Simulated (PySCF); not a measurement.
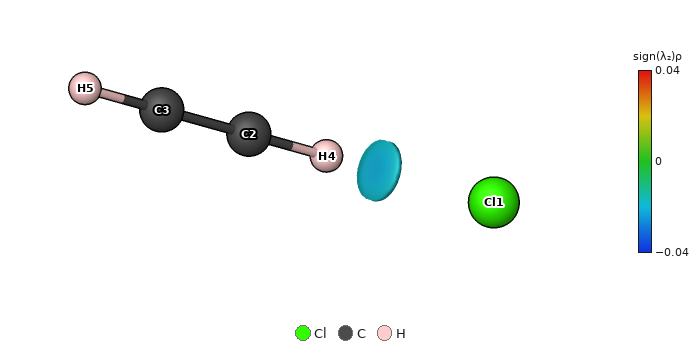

Figure. C2H2Cl, charge −1, SMILES `[Cl-].C#C`. Non-covalent interaction surfaces between the fragments (reduced density gradient s = 0.4, coloured by sign(λ₂)ρ in a.u.; trimmed to the region between the fragments where ρ is under 0.06 a.u.). Fragment A: Cl(−1) (atom 1); fragment B: H2C2.

PySCF calculation, HF/def2-SVPD, gas phase; geometry: GFN2-xTB. GFN2-xTB bond lengths at metals and heavier atoms can be off by up to 0.1 Å and shapes distorted, which carries into these values.

Interpret the surfaces between the fragments.

Bond critical points between the fragments: Cl1···H4, weak C–H hydrogen bond, 2.30 Å, ρ = 0.021 a.u. It appears blue-green. The pose is a local one from a semi-empirical search, not shown to be the most stable. With a charged fragment, long-range electrostatics, which these surfaces don't show, weighs heavily in the interaction energy.

How strongly are they bound?

The counterpoise-corrected interaction energy of the frozen fragments is −7.5 kcal/mol without dispersion correction and −9.8 kcal/mol with D3(BJ). The pair geometry is semi-empirical, not a minimum at this level.

Cost of the run: 1.3 s on 1 thread of Arm Neoverse V2 (shared host), peak memory 0.17 GiB.
